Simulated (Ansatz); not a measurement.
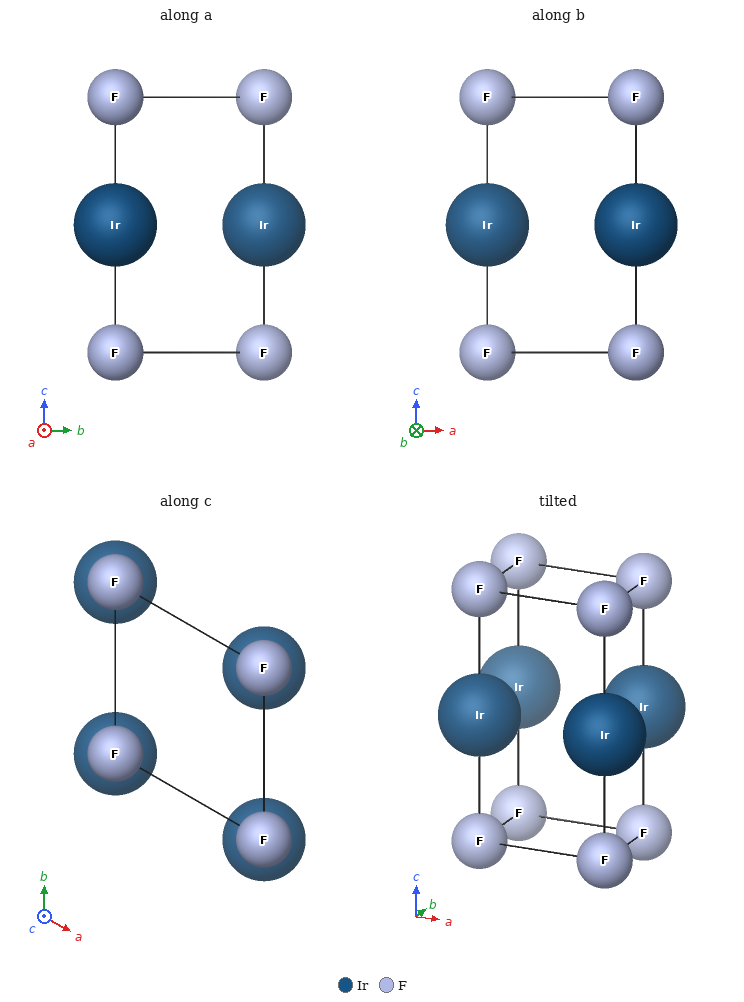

This spheres-only model is shown along the a axis, along the b axis, along the c axis and slightly off an axis. Lines trace the edges of the conventional unit cell.

Lattice parameters: a = 2.7061 Å, b = 2.7061 Å, c = 4.0257 Å, α = 90.000°, β = 90.000°, γ = 120.000°.

Q: Write down what is shown as a CIF in P1 with every atom of the cell.

A:
```cif
data_structure
_symmetry_space_group_name_H-M 'P 1'
_symmetry_Int_Tables_number 1
_cell_length_a 2.7061
_cell_length_b 2.7061
_cell_length_c 4.0257
_cell_angle_alpha 90.000
_cell_angle_beta 90.000
_cell_angle_gamma 120.000
_cell_volume 25.53
loop_
_atom_site_label
_atom_site_type_symbol
_atom_site_fract_x
_atom_site_fract_y
_atom_site_fract_z
_atom_site_occupancy
Ir1 Ir 0.0000 0.0000 0.5000 1
F1 F 0.0000 0.0000 0.0000 1
```

Its origin is a random cell made by a generator, so it need not be a real form of the compound. The structure drawn was relaxed with Ansatz, DFT PBE, scalar-relativistic, plane waves, PAW.
